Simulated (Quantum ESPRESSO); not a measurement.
# Dipole at the next field: 2H-MoSSe, 1 layer

Method. Quantum ESPRESSO 7.5, LDA, GBRV ultrasoft; sawtooth field along the normal with dipole correction, ions clamped, threshold 1e-9 Ry; cell area 9.155 Å².

| field (V/Å) | dipole (e Å a cell) |
| --- | --- |
| 0 | −0.03629 |
| 0.1 | −0.00929 |
| 0.2 | 0.01778 |

**Question.** What is the dipole at −0.2 V/Å, and what electrostatic thickness 4πα/A follows from the rows?

**Fit.** The slope is (0.01778 − (−0.03629))/0.2 = 0.2704 e Å²/V, so 4πα/A = 180.95 × 0.2704/9.155 = 5.34 Å. Linear response gives p = −0.03629 + 0.2704 × (−0.2) = −0.09036 e Å; a parabola through the three rows gives −0.09008.

What the calculation gave: p = −0.09040 e Å. The line misses by 0.1 % of the induced dipole and the parabola by 0.6 %. The response is linear over this range.

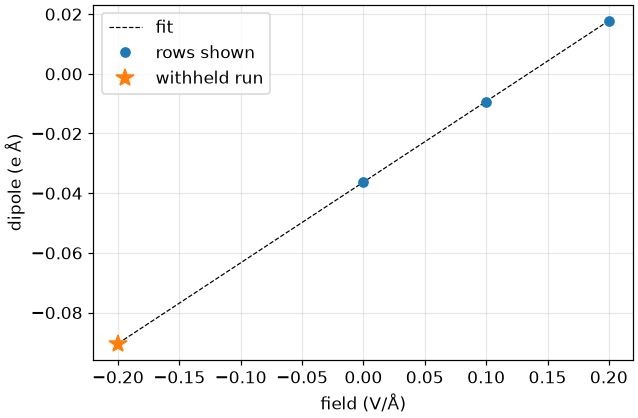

The rows shown, the fit and the withheld run.

**Limits.** Electrons alone respond; local and semilocal functionals tend to overscreen.
